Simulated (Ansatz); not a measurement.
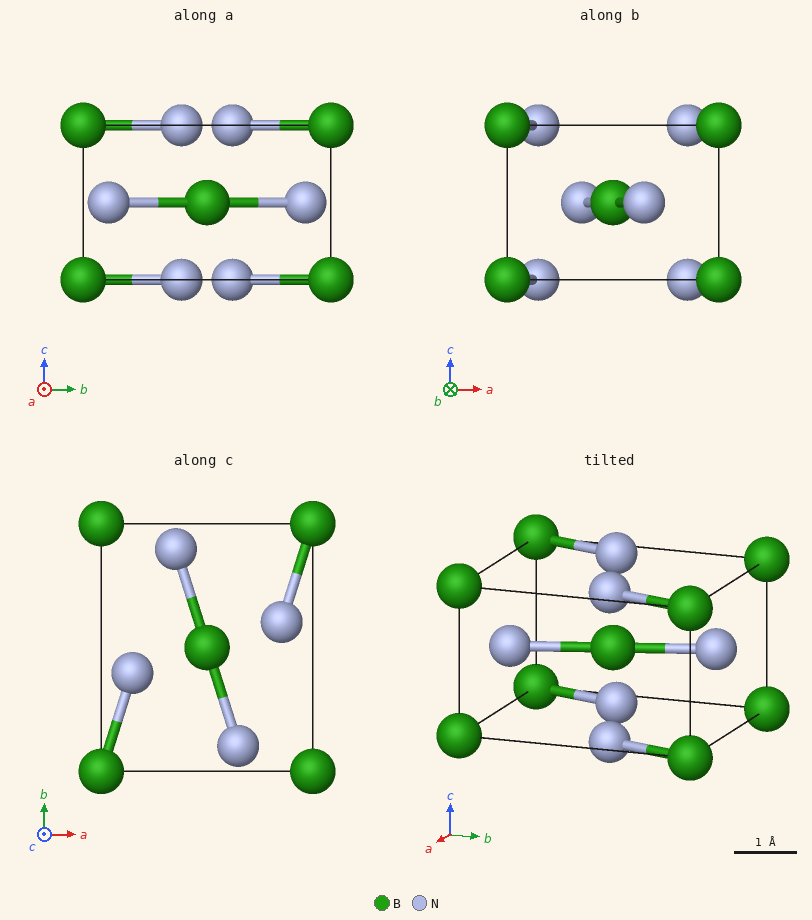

Ball-and-stick drawing of the structure, looking along the a axis, along the b axis, along the c axis and slightly off an axis. The wireframe shows the conventional unit cell.

Lattice parameters: a = 3.463 Å, b = 4.056 Å, c = 2.528 Å, α = 90.00°, β = 90.00°, γ = 90.00°.

Write down what is shown as a table of Wyckoff sites, with free fractional coordinates to two decimals.

Space group Pnnm (No. 58).
| atom | site | x | y | z |
| --- | --- | --- | --- | --- |
| B | 2a | 0.50 | 0.50 | 0.50 |
| N | 4g | 0.35 | 0.90 | 0.50 |

Origin of the cell: a textbook structure type filled with these elements (whether it is the usual form wasn't checked). Earlier steps of the study may have refined or changed the cell and positions. It went into a calculation with Ansatz.
